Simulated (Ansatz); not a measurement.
**BSiH2 (doublet): B3LYP, r2SCAN0 over a scan of the distance Si1–H4, cc-pVDZ**

How well do these functionals follow the top wave-function level for BSiH2 (doublet) over a scan of the distance Si1–H4?

Method: cc-pVDZ, all electrons in the functionals; program: Ansatz 0.2.0, Gaussian basis.

The runs, in order: B3LYP, r2SCAN0, at 1.210 Å; 1.350 Å; 1.501 Å; 1.656 Å; 1.833 Å; 2.027 Å; 2.371 Å; 2.834 Å; 3.279 Å; 4.112 Å; 5.184 Å.

19 further runs of the same task are left out: 1 for a mislabelled method, 11 that didn't finish, 7 set aside as unsound or not needed.

## Step 1: The geometry

The geometry derives from a PBE0/def2-TZVP stationary point (not a proven minimum). One bond is set to the value named and the two fragments are kept rigid.

4 atoms, charge 0, spin multiplicity 2.

Atoms are counted from 1 here; the program's logs count them from 0.

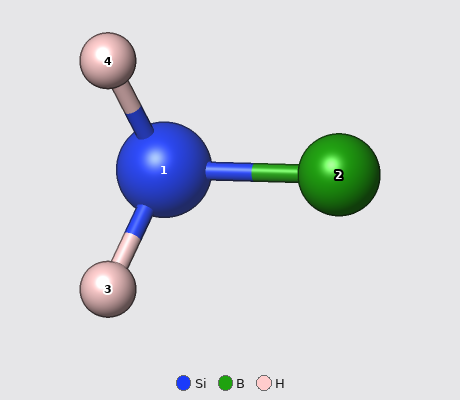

The structure; silicon blue, boron green, hydrogen pink; atoms are numbered from 1 in the order of the file.

No dispersion term is added. B3LYP takes the VWN-RPA correlation.

The geometry shown and the zero of energy belong to the point 1.501 Å. The yardstick, RCCSDT(Q), and other wave-function levels (R restricted, U unrestricted, valence and pair active spaces) come from earlier runs.

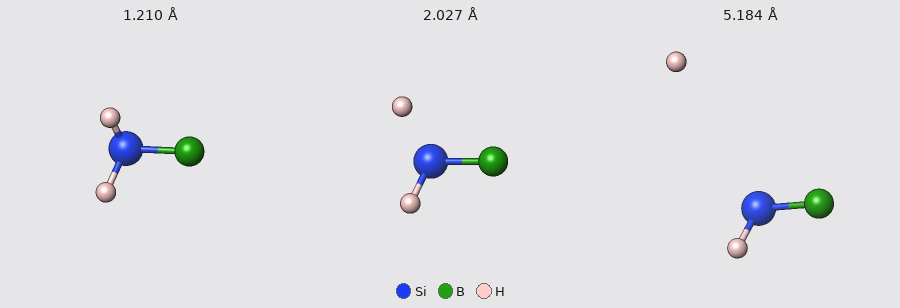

Three points of the scan; sticks are drawn by distance.

## Step 2: B3LYP, 1.210 Å

Input file in.yaml:

```yaml
crystal:
  periodic: [false, false, false]
  atoms:
    - {symbol: Si, position_ang: [-0.081207, 0.005762, 0.496223]}
    - {symbol: B, position_ang: [0.092267, 0.005761, -1.449921]}
    - {symbol: H, position_ang: [0.713568, -1.201076, 0.901641]}
    - {symbol: H, position_ang: [0.559558, 0.978740, 0.823078]}
basis:
  gaussian: {orbitals: cc-pVDZ}
magnetization: {spin_polarized: true, initial_magnetization: 1}
hamiltonian: {xc: {name: B3LYP}}
```

Run with:

```sh
> ansatz run in.yaml --threads 1 --pin off --events-out ev --progress --plain --max-ram 2393MiB
```

The program printed:

```text
Functional definition: B3LYP
  name "B3LYP"
  cite "Stephens, Devlin, Chabalowski & Frisch, J. Phys. Chem. 98, 11623 (1994) doi:10.1021/j100096a001"
  cite "Becke, Phys. Rev. A 38, 3098 (1988) doi:10.1103/PhysRevA.38.3098"
  cite "Lee, Yang & Parr, Phys. Rev. B 37, 785 (1988) doi:10.1103/PhysRevB.37.785"
  cite "Vosko, Wilk & Nusair, Can. J. Phys. 58, 1200 (1980) doi:10.1139/p80-159"
  parameter a0 = 0.2
  parameter ax = 0.72
  parameter ac = 0.81
  exchange = (1 - a0 - ax)*slater_x + ax*b88_x + a0*exact_x
  correlation = (1 - ac)*vwn_rpa_c + ac*lyp_c
402 factors; integrals over basis functions are off by at most 9.6e-4 eV
mean field evaluation 1: about -8579.8077 eV, gradient 9.2e0 eV
mean field evaluation 2: about -8579.5926 eV, gradient 1.0e1 eV
mean field evaluation 4: about -8580.6204 eV, gradient 7.6e-1 eV
mean field evaluation 8: about -8580.6780 eV, gradient 1.1e-1 eV
mean field evaluation 16: about -8580.6789 eV, gradient 7.8e-3 eV
mean field evaluation 32: about -8580.6789 eV, gradient 1.9e-5 eV
mean field -8580.67892490 eV, -315.3341342969 hartree, gradient 1.9e-5 eV, S^2 0.774617; 4 other end points of the search recorded, 0 dependent functions left out
reference -8580.67912502 eV, -315.3341416512 hartree; 11, 10 occupied and 31, 32 virtual orbitals, 402 factors
Total energy: -8580.67912502 eV, -315.3341416512 hartree
```

Wall time 2.1 s (1 thread of Arm Neoverse V1, shared host).

From the report: ⟨S²⟩ of the determinant 0.775 (pure doublet: 0.75).

## Step 3: B3LYP, 1.350 Å

Input file in.yaml:

```yaml
crystal:
  periodic: [false, false, false]
  atoms:
    - {symbol: Si, position_ang: [-0.083033, 0.002988, 0.495292]}
    - {symbol: B, position_ang: [0.090441, 0.002987, -1.450852]}
    - {symbol: H, position_ang: [0.711742, -1.203850, 0.900710]}
    - {symbol: H, position_ang: [0.631869, 1.088543, 0.859964]}
basis:
  gaussian: {orbitals: cc-pVDZ}
magnetization: {spin_polarized: true, initial_magnetization: 1}
hamiltonian: {xc: {name: B3LYP}}
```

Same command.

The program printed (excerpt; [...] marks lines left out):

```text
Functional definition: B3LYP
  name "B3LYP"
  cite "Stephens, Devlin, Chabalowski & Frisch, J. Phys. Chem. 98, 11623 (1994) doi:10.1021/j100096a001"
  cite "Becke, Phys. Rev. A 38, 3098 (1988) doi:10.1103/PhysRevA.38.3098"
  cite "Lee, Yang & Parr, Phys. Rev. B 37, 785 (1988) doi:10.1103/PhysRevB.37.785"
  cite "Vosko, Wilk & Nusair, Can. J. Phys. 58, 1200 (1980) doi:10.1139/p80-159"
[...]
402 factors; integrals over basis functions are off by at most 1.0e-3 eV
[...]
mean field -8581.57630354 eV, -315.3671123537 hartree, gradient 3.0e-5 eV, S^2 0.775230; 4 other end points of the search recorded, 0 dependent functions left out
reference -8581.57650577 eV, -315.3671197856 hartree; 11, 10 occupied and 31, 32 virtual orbitals, 402 factors
Total energy: -8581.57650577 eV, -315.3671197856 hartree
```

It took 2 s on 1 thread of Arm Neoverse V1, shared host.

From the report: ⟨S²⟩ of the determinant 0.775 (pure doublet: 0.75).

## Step 4: B3LYP, 1.501 Å

Input file in.yaml:

```yaml
crystal:
  periodic: [false, false, false]
  atoms:
    - {symbol: Si, position_ang: [-0.085001, 0.000000, 0.494288]}
    - {symbol: B, position_ang: [0.088473, -0.000001, -1.451856]}
    - {symbol: H, position_ang: [0.709774, -1.206838, 0.899706]}
    - {symbol: H, position_ang: [0.709775, 1.206839, 0.899704]}
basis:
  gaussian: {orbitals: cc-pVDZ}
magnetization: {spin_polarized: true, initial_magnetization: 1}
hamiltonian: {xc: {name: B3LYP}}
```

The command is unchanged.

The program printed (excerpt; [...] marks lines left out):

```text
Functional definition: B3LYP
  name "B3LYP"
  cite "Stephens, Devlin, Chabalowski & Frisch, J. Phys. Chem. 98, 11623 (1994) doi:10.1021/j100096a001"
  cite "Becke, Phys. Rev. A 38, 3098 (1988) doi:10.1103/PhysRevA.38.3098"
  cite "Lee, Yang & Parr, Phys. Rev. B 37, 785 (1988) doi:10.1103/PhysRevB.37.785"
  cite "Vosko, Wilk & Nusair, Can. J. Phys. 58, 1200 (1980) doi:10.1139/p80-159"
[...]
402 factors; integrals over basis functions are off by at most 9.7e-4 eV
[...]
mean field -8581.84439080 eV, -315.3769643787 hartree, gradient 1.9e-5 eV, S^2 0.775690; 3 other end points of the search recorded, 0 dependent functions left out
reference -8581.84459602 eV, -315.3769719205 hartree; 11, 10 occupied and 31, 32 virtual orbitals, 402 factors
Total energy: -8581.84459602 eV, -315.3769719205 hartree
```

Run time: 1.8 s. Hardware: 1 thread of Arm Neoverse V1, shared host.

From the report: ⟨S²⟩ of the determinant 0.776 (pure doublet: 0.75).

## Step 5: B3LYP, 1.656 Å

Input file in.yaml:

```yaml
crystal:
  periodic: [false, false, false]
  atoms:
    - {symbol: Si, position_ang: [-0.087026, -0.003074, 0.493255]}
    - {symbol: B, position_ang: [0.086448, -0.003075, -1.452889]}
    - {symbol: H, position_ang: [0.707749, -1.209912, 0.898673]}
    - {symbol: H, position_ang: [0.789922, 1.328539, 0.940587]}
basis:
  gaussian: {orbitals: cc-pVDZ}
magnetization: {spin_polarized: true, initial_magnetization: 1}
hamiltonian: {xc: {name: B3LYP}}
```

Launched as before.

The program printed (excerpt; [...] marks lines left out):

```text
Functional definition: B3LYP
  name "B3LYP"
  cite "Stephens, Devlin, Chabalowski & Frisch, J. Phys. Chem. 98, 11623 (1994) doi:10.1021/j100096a001"
  cite "Becke, Phys. Rev. A 38, 3098 (1988) doi:10.1103/PhysRevA.38.3098"
  cite "Lee, Yang & Parr, Phys. Rev. B 37, 785 (1988) doi:10.1103/PhysRevB.37.785"
  cite "Vosko, Wilk & Nusair, Can. J. Phys. 58, 1200 (1980) doi:10.1139/p80-159"
[...]
403 factors; integrals over basis functions are off by at most 1.0e-3 eV
[...]
mean field -8581.71086792 eV, -315.3720575036 hartree, gradient 4.1e-5 eV, S^2 0.775838; 4 other end points of the search recorded, 0 dependent functions left out
reference -8581.71107287 eV, -315.3720650351 hartree; 11, 10 occupied and 31, 32 virtual orbitals, 403 factors
Total energy: -8581.71107287 eV, -315.3720650351 hartree
```

It took 2 s on 1 thread of Arm Neoverse V1, shared host.

From the report: ⟨S²⟩ of the determinant 0.776 (pure doublet: 0.75).

From 1.501 Å: +12.9 kJ/mol.

## Step 6: B3LYP, 1.833 Å

Input file in.yaml:

```yaml
crystal:
  periodic: [false, false, false]
  atoms:
    - {symbol: Si, position_ang: [-0.089335, -0.006580, 0.492077]}
    - {symbol: B, position_ang: [0.084139, -0.006581, -1.454067]}
    - {symbol: H, position_ang: [0.705440, -1.213418, 0.897495]}
    - {symbol: H, position_ang: [0.881344, 1.467361, 0.987222]}
basis:
  gaussian: {orbitals: cc-pVDZ}
magnetization: {spin_polarized: true, initial_magnetization: 1}
hamiltonian: {xc: {name: B3LYP}}
```

Launched as before.

The program printed (excerpt; [...] marks lines left out):

```text
Functional definition: B3LYP
  name "B3LYP"
  cite "Stephens, Devlin, Chabalowski & Frisch, J. Phys. Chem. 98, 11623 (1994) doi:10.1021/j100096a001"
  cite "Becke, Phys. Rev. A 38, 3098 (1988) doi:10.1103/PhysRevA.38.3098"
  cite "Lee, Yang & Parr, Phys. Rev. B 37, 785 (1988) doi:10.1103/PhysRevB.37.785"
  cite "Vosko, Wilk & Nusair, Can. J. Phys. 58, 1200 (1980) doi:10.1139/p80-159"
[...]
403 factors; integrals over basis functions are off by at most 1.2e-3 eV
[...]
mean field -8581.31596719 eV, -315.3575451692 hartree, gradient 3.1e-5 eV, S^2 0.775486; 4 other end points of the search recorded, 0 dependent functions left out
reference -8581.31617356 eV, -315.3575527533 hartree; 11, 10 occupied and 31, 32 virtual orbitals, 403 factors
Total energy: -8581.31617356 eV, -315.3575527533 hartree
```

Run time: 2.1 s. Hardware: 1 thread of Arm Neoverse V1, shared host.

From the report: ⟨S²⟩ of the determinant 0.775 (pure doublet: 0.75).

From 1.501 Å: +51.0 kJ/mol.

## Step 7: B3LYP, 2.027 Å

Input file in.yaml:

```yaml
crystal:
  periodic: [false, false, false]
  atoms:
    - {symbol: Si, position_ang: [-0.091866, -0.010424, 0.490786]}
    - {symbol: B, position_ang: [0.081608, -0.010425, -1.455358]}
    - {symbol: H, position_ang: [0.702909, -1.217262, 0.896204]}
    - {symbol: H, position_ang: [0.981547, 1.619516, 1.038335]}
basis:
  gaussian: {orbitals: cc-pVDZ}
magnetization: {spin_polarized: true, initial_magnetization: 1}
hamiltonian: {xc: {name: B3LYP}}
```

Launched as before.

The program printed (excerpt; [...] marks lines left out):

```text
Functional definition: B3LYP
  name "B3LYP"
  cite "Stephens, Devlin, Chabalowski & Frisch, J. Phys. Chem. 98, 11623 (1994) doi:10.1021/j100096a001"
  cite "Becke, Phys. Rev. A 38, 3098 (1988) doi:10.1103/PhysRevA.38.3098"
  cite "Lee, Yang & Parr, Phys. Rev. B 37, 785 (1988) doi:10.1103/PhysRevB.37.785"
  cite "Vosko, Wilk & Nusair, Can. J. Phys. 58, 1200 (1980) doi:10.1139/p80-159"
[...]
402 factors; integrals over basis functions are off by at most 1.3e-3 eV
[...]
mean field -8580.77502980 eV, -315.3376660868 hartree, gradient 7.5e-6 eV, S^2 0.774360; 4 other end points of the search recorded, 0 dependent functions left out
reference -8580.77524186 eV, -315.3376738800 hartree; 11, 10 occupied and 31, 32 virtual orbitals, 402 factors
Total energy: -8580.77524186 eV, -315.3376738800 hartree
```

Wall time 2.3 s (1 thread of Arm Neoverse V1, shared host).

From the report: ⟨S²⟩ of the determinant 0.774 (pure doublet: 0.75).

From 1.501 Å: +103.2 kJ/mol.

## Step 8: B3LYP, 2.371 Å

Input file in.yaml:

```yaml
crystal:
  periodic: [false, false, false]
  atoms:
    - {symbol: Si, position_ang: [-0.096354, -0.017238, 0.488497]}
    - {symbol: B, position_ang: [0.077120, -0.017239, -1.457647]}
    - {symbol: H, position_ang: [0.698421, -1.224076, 0.893915]}
    - {symbol: H, position_ang: [1.159227, 1.889317, 1.128970]}
basis:
  gaussian: {orbitals: cc-pVDZ}
magnetization: {spin_polarized: true, initial_magnetization: 1}
hamiltonian: {xc: {name: B3LYP}}
```

Same command.

The program printed (excerpt; [...] marks lines left out):

```text
Functional definition: B3LYP
  name "B3LYP"
  cite "Stephens, Devlin, Chabalowski & Frisch, J. Phys. Chem. 98, 11623 (1994) doi:10.1021/j100096a001"
  cite "Becke, Phys. Rev. A 38, 3098 (1988) doi:10.1103/PhysRevA.38.3098"
  cite "Lee, Yang & Parr, Phys. Rev. B 37, 785 (1988) doi:10.1103/PhysRevB.37.785"
  cite "Vosko, Wilk & Nusair, Can. J. Phys. 58, 1200 (1980) doi:10.1139/p80-159"
[...]
402 factors; integrals over basis functions are off by at most 1.1e-3 eV
[...]
mean field -8579.84447290 eV, -315.3034687515 hartree, gradient 2.4e-5 eV, S^2 0.931763; 6 other end points of the search recorded, 0 dependent functions left out
reference -8579.84469332 eV, -315.3034768519 hartree; 11, 10 occupied and 31, 32 virtual orbitals, 402 factors
Total energy: -8579.84469332 eV, -315.3034768519 hartree
```

Run time: 2.6 s. Hardware: 1 thread of Arm Neoverse V1, shared host.

From the report: ⟨S²⟩ of the determinant 0.932 (pure doublet: 0.75).

From 1.501 Å: +193.0 kJ/mol.

## Step 9: B3LYP, 2.834 Å

Input file in.yaml:

```yaml
crystal:
  periodic: [false, false, false]
  atoms:
    - {symbol: Si, position_ang: [-0.102394, -0.026411, 0.485416]}
    - {symbol: B, position_ang: [0.071080, -0.026412, -1.460728]}
    - {symbol: H, position_ang: [0.692381, -1.233249, 0.890834]}
    - {symbol: H, position_ang: [1.398372, 2.252449, 1.250958]}
basis:
  gaussian: {orbitals: cc-pVDZ}
magnetization: {spin_polarized: true, initial_magnetization: 1}
hamiltonian: {xc: {name: B3LYP}}
```

The command is unchanged.

The program printed (excerpt; [...] marks lines left out):

```text
Functional definition: B3LYP
  name "B3LYP"
  cite "Stephens, Devlin, Chabalowski & Frisch, J. Phys. Chem. 98, 11623 (1994) doi:10.1021/j100096a001"
  cite "Becke, Phys. Rev. A 38, 3098 (1988) doi:10.1103/PhysRevA.38.3098"
  cite "Lee, Yang & Parr, Phys. Rev. B 37, 785 (1988) doi:10.1103/PhysRevB.37.785"
  cite "Vosko, Wilk & Nusair, Can. J. Phys. 58, 1200 (1980) doi:10.1139/p80-159"
[...]
403 factors; integrals over basis functions are off by at most 1.1e-3 eV
[...]
mean field -8579.20400100 eV, -315.2799318435 hartree, gradient 6.2e-5 eV, S^2 1.504451; 6 other end points of the search recorded, 0 dependent functions left out
reference -8579.20422881 eV, -315.2799402154 hartree; 11, 10 occupied and 31, 32 virtual orbitals, 403 factors
Total energy: -8579.20422881 eV, -315.2799402154 hartree
```

Run time: 5 s. Hardware: 1 thread of Arm Neoverse V1, shared host.

From the report: ⟨S²⟩ of the determinant 1.504 (pure doublet: 0.75). The determinant is far from a pure spin state, so its energy mixes those of several spin states (harmless only where they are near-degenerate, as at dissociation).

From 1.501 Å: +254.8 kJ/mol.

## Step 10: B3LYP, 3.279 Å

Input file in.yaml:

```yaml
crystal:
  periodic: [false, false, false]
  atoms:
    - {symbol: Si, position_ang: [-0.108200, -0.035226, 0.482454]}
    - {symbol: B, position_ang: [0.065274, -0.035227, -1.463690]}
    - {symbol: H, position_ang: [0.686575, -1.242064, 0.887872]}
    - {symbol: H, position_ang: [1.628219, 2.601464, 1.368203]}
basis:
  gaussian: {orbitals: cc-pVDZ}
magnetization: {spin_polarized: true, initial_magnetization: 1}
hamiltonian: {xc: {name: B3LYP}}
```

Launched as before.

The program printed (excerpt; [...] marks lines left out):

```text
Functional definition: B3LYP
  name "B3LYP"
  cite "Stephens, Devlin, Chabalowski & Frisch, J. Phys. Chem. 98, 11623 (1994) doi:10.1021/j100096a001"
  cite "Becke, Phys. Rev. A 38, 3098 (1988) doi:10.1103/PhysRevA.38.3098"
  cite "Lee, Yang & Parr, Phys. Rev. B 37, 785 (1988) doi:10.1103/PhysRevB.37.785"
  cite "Vosko, Wilk & Nusair, Can. J. Phys. 58, 1200 (1980) doi:10.1139/p80-159"
[...]
405 factors; integrals over basis functions are off by at most 1.0e-3 eV
[...]
mean field -8579.00823538 eV, -315.2727375895 hartree, gradient 4.7e-5 eV, S^2 1.684213; 6 other end points of the search recorded, 0 dependent functions left out
reference -8579.00847345 eV, -315.2727463387 hartree; 11, 10 occupied and 31, 32 virtual orbitals, 405 factors
Total energy: -8579.00847345 eV, -315.2727463387 hartree
```

Run time: 5 s. Hardware: 1 thread of Arm Neoverse V1, shared host.

From the report: ⟨S²⟩ of the determinant 1.684 (pure doublet: 0.75). The determinant is far from a pure spin state, so its energy mixes those of several spin states (harmless only where they are near-degenerate, as at dissociation).

From 1.501 Å: +273.6 kJ/mol.

## Step 11: B3LYP, 4.112 Å

Input file in.yaml:

```yaml
crystal:
  periodic: [false, false, false]
  atoms:
    - {symbol: Si, position_ang: [-0.119068, -0.051729, 0.476910]}
    - {symbol: B, position_ang: [0.054406, -0.051730, -1.469234]}
    - {symbol: H, position_ang: [0.675707, -1.258567, 0.882328]}
    - {symbol: H, position_ang: [2.058473, 3.254789, 1.587676]}
basis:
  gaussian: {orbitals: cc-pVDZ}
magnetization: {spin_polarized: true, initial_magnetization: 1}
hamiltonian: {xc: {name: B3LYP}}
```

The command is unchanged.

The program printed (excerpt; [...] marks lines left out):

```text
Functional definition: B3LYP
  name "B3LYP"
  cite "Stephens, Devlin, Chabalowski & Frisch, J. Phys. Chem. 98, 11623 (1994) doi:10.1021/j100096a001"
  cite "Becke, Phys. Rev. A 38, 3098 (1988) doi:10.1103/PhysRevA.38.3098"
  cite "Lee, Yang & Parr, Phys. Rev. B 37, 785 (1988) doi:10.1103/PhysRevB.37.785"
  cite "Vosko, Wilk & Nusair, Can. J. Phys. 58, 1200 (1980) doi:10.1139/p80-159"
[...]
405 factors; integrals over basis functions are off by at most 1.0e-3 eV
[...]
mean field -8578.92523866 eV, -315.2696875163 hartree, gradient 2.8e-6 eV, S^2 1.749806; 6 other end points of the search recorded, 0 dependent functions left out
reference -8578.92549881 eV, -315.2696970768 hartree; 11, 10 occupied and 31, 32 virtual orbitals, 405 factors
Total energy: -8578.92549881 eV, -315.2696970768 hartree
```

Wall time 5.5 s (1 thread of Arm Neoverse V1, shared host).

From the report: ⟨S²⟩ of the determinant 1.750 (pure doublet: 0.75). The determinant is far from a pure spin state, so its energy mixes those of several spin states (harmless only where they are near-degenerate, as at dissociation).

From 1.501 Å: +281.7 kJ/mol.

## Step 12: B3LYP, 5.184 Å

Input file in.yaml:

```yaml
crystal:
  periodic: [false, false, false]
  atoms:
    - {symbol: Si, position_ang: [-0.133054, -0.072966, 0.469776]}
    - {symbol: B, position_ang: [0.040420, -0.072967, -1.476368]}
    - {symbol: H, position_ang: [0.661721, -1.279804, 0.875194]}
    - {symbol: H, position_ang: [2.612173, 4.095563, 1.870119]}
basis:
  gaussian: {orbitals: cc-pVDZ}
magnetization: {spin_polarized: true, initial_magnetization: 1}
hamiltonian: {xc: {name: B3LYP}}
```

Same command.

The program printed (excerpt; [...] marks lines left out):

```text
Functional definition: B3LYP
  name "B3LYP"
  cite "Stephens, Devlin, Chabalowski & Frisch, J. Phys. Chem. 98, 11623 (1994) doi:10.1021/j100096a001"
  cite "Becke, Phys. Rev. A 38, 3098 (1988) doi:10.1103/PhysRevA.38.3098"
  cite "Lee, Yang & Parr, Phys. Rev. B 37, 785 (1988) doi:10.1103/PhysRevB.37.785"
  cite "Vosko, Wilk & Nusair, Can. J. Phys. 58, 1200 (1980) doi:10.1139/p80-159"
[...]
404 factors; integrals over basis functions are off by at most 1.0e-3 eV
[...]
mean field -8578.91227414 eV, -315.2692110790 hartree, gradient 2.2e-5 eV, S^2 1.756636; 6 other end points of the search recorded, 0 dependent functions left out
reference -8578.91255542 eV, -315.2692214161 hartree; 11, 10 occupied and 31, 32 virtual orbitals, 404 factors
Total energy: -8578.91255542 eV, -315.2692214161 hartree
```

It took 5.5 s on 1 thread of Arm Neoverse V1, shared host.

From the report: ⟨S²⟩ of the determinant 1.757 (pure doublet: 0.75). The determinant is far from a pure spin state, so its energy mixes those of several spin states (harmless only where they are near-degenerate, as at dissociation).

From 1.501 Å: +282.9 kJ/mol.

## Step 13: r2SCAN0, 1.210 Å

Input file in.yaml:

```yaml
crystal:
  periodic: [false, false, false]
  atoms:
    - {symbol: Si, position_ang: [-0.081207, 0.005762, 0.496223]}
    - {symbol: B, position_ang: [0.092267, 0.005761, -1.449921]}
    - {symbol: H, position_ang: [0.713568, -1.201076, 0.901641]}
    - {symbol: H, position_ang: [0.559558, 0.978740, 0.823078]}
basis:
  gaussian: {orbitals: cc-pVDZ}
magnetization: {spin_polarized: true, initial_magnetization: 1}
hamiltonian: {xc: {name: r2SCAN0}}
```

The command is unchanged.

The program printed (excerpt; [...] marks lines left out):

```text
Functional definition: r2SCAN0
  name "r2SCAN0"
  cite "Bursch, Neugebauer, Ehlert & Grimme, J. Chem. Phys. 156, 134105 (2022) doi:10.1063/5.0086040"
  cite "Furness, Kaplan, Ning, Perdew & Sun, J. Phys. Chem. Lett. 11, 8208 (2020) doi:10.1021/acs.jpclett.0c02405"
  cite "Furness, Kaplan, Ning, Perdew & Sun, J. Phys. Chem. Lett. 11, 9248 (2020) doi:10.1021/acs.jpclett.0c03077"
  parent r2scan
[...]
402 factors; integrals over basis functions are off by at most 9.6e-4 eV
[...]
mean field -8578.56840604 eV, -315.2565741595 hartree, gradient 3.1e-5 eV, S^2 0.899131; 4 other end points of the search recorded, 0 dependent functions left out
reference -8578.56841373 eV, -315.2565744419 hartree; 11, 10 occupied and 31, 32 virtual orbitals, 402 factors
Total energy: -8578.56841373 eV, -315.2565744419 hartree
```

Wall time 6.5 s (1 thread of Arm Neoverse V1, shared host).

From the report: ⟨S²⟩ of the determinant 0.899 (pure doublet: 0.75).

## Step 14: r2SCAN0, 1.350 Å

Input file in.yaml:

```yaml
crystal:
  periodic: [false, false, false]
  atoms:
    - {symbol: Si, position_ang: [-0.083033, 0.002988, 0.495292]}
    - {symbol: B, position_ang: [0.090441, 0.002987, -1.450852]}
    - {symbol: H, position_ang: [0.711742, -1.203850, 0.900710]}
    - {symbol: H, position_ang: [0.631869, 1.088543, 0.859964]}
basis:
  gaussian: {orbitals: cc-pVDZ}
magnetization: {spin_polarized: true, initial_magnetization: 1}
hamiltonian: {xc: {name: r2SCAN0}}
```

The command is unchanged.

The program printed (excerpt; [...] marks lines left out):

```text
Functional definition: r2SCAN0
  name "r2SCAN0"
  cite "Bursch, Neugebauer, Ehlert & Grimme, J. Chem. Phys. 156, 134105 (2022) doi:10.1063/5.0086040"
  cite "Furness, Kaplan, Ning, Perdew & Sun, J. Phys. Chem. Lett. 11, 8208 (2020) doi:10.1021/acs.jpclett.0c02405"
  cite "Furness, Kaplan, Ning, Perdew & Sun, J. Phys. Chem. Lett. 11, 9248 (2020) doi:10.1021/acs.jpclett.0c03077"
  parent r2scan
[...]
402 factors; integrals over basis functions are off by at most 1.0e-3 eV
[...]
mean field -8579.47066730 eV, -315.2897316490 hartree, gradient 2.2e-5 eV, S^2 0.897329; 4 other end points of the search recorded, 0 dependent functions left out
reference -8579.47067499 eV, -315.2897319317 hartree; 11, 10 occupied and 31, 32 virtual orbitals, 402 factors
Total energy: -8579.47067499 eV, -315.2897319317 hartree
```

It took 5.5 s on 1 thread of Arm Neoverse V1, shared host.

From the report: ⟨S²⟩ of the determinant 0.897 (pure doublet: 0.75).

(Part 1 of 2 ends here.)
